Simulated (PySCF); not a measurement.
# H3LaN (La(NH3)2+): the cost of one run

Method: PBE0, La lcecp-0-SVP with ECP47, N def2-SVP, H def2-SVP; scalar-relativistic core potentials, no spin–orbit coupling; program: PySCF 2.14.0.

1 further run of the same task is left out (for a known fault of the program).

## Step 1: The starting structure

5 atoms, charge 2, spin multiplicity 1.

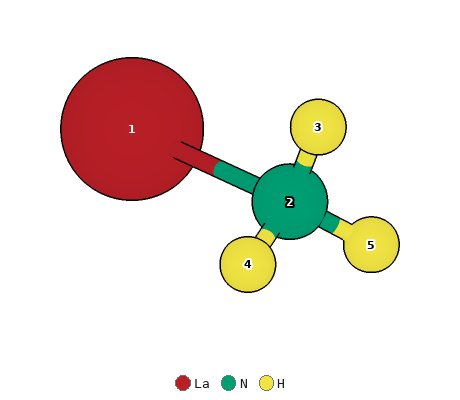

As it starts; lanthanum red, nitrogen teal, hydrogen yellow; atoms are numbered from 1 in the order of the file.

Coordinates:

```
La    0.00000    0.00000    0.00000
N     0.00000    0.00000    2.78000
H     0.93920    0.00000    3.17800
H    -0.46960    0.81330    3.17800
H    -0.46960   -0.81330    3.17800
```

Formal oxidation states: La +2. Each metal's 1 4f electrons lie in its core potential, so multiplicities, spins and levels count the valence alone. For divalent La, Ce, Gd or Lu the extra electron is normally 5d or 6s, so this core forces an excited configuration.

## Step 2: SCF at the start, singlet

run.py (the lines that set the calculation)

```python
mol = gto.M(atom='''
La     0.00000     0.00000     0.00000
N      0.00000     0.00000     2.78000
H      0.93920     0.00000     3.17800
H     -0.46960     0.81330     3.17800
H     -0.46960    -0.81330     3.17800''',
    basis={'La': 'lcecp-0-SVP', 'N': 'def2-SVP', 'H': 'def2-SVP'},
    ecp={'La': 'lcecp-0-SVP'},
    charge=2, spin=0)
mf = dft.RKS(mol, xc='PBE0')
mf.grids.atom_grid = (50, 194)  # f atoms: unpruned, at least (60, 302)
mf = mf.density_fit()  # fitting sets: La AutoAux, N def2-universal-JKFIT, H def2-universal-JKFIT
mf.conv_tol = 1e-08; mf.max_cycle = 55
mf.kernel(dm0)  # dm0: free metal ions and neutral atoms
```

Command:

```console
$ OMP_NUM_THREADS=2 python run.py
```

What time and memory should one allow on 2 threads of AMD EPYC 7R43 (Zen 3), shared host?

About 1.6 s, with a peak of 0.36 GiB.
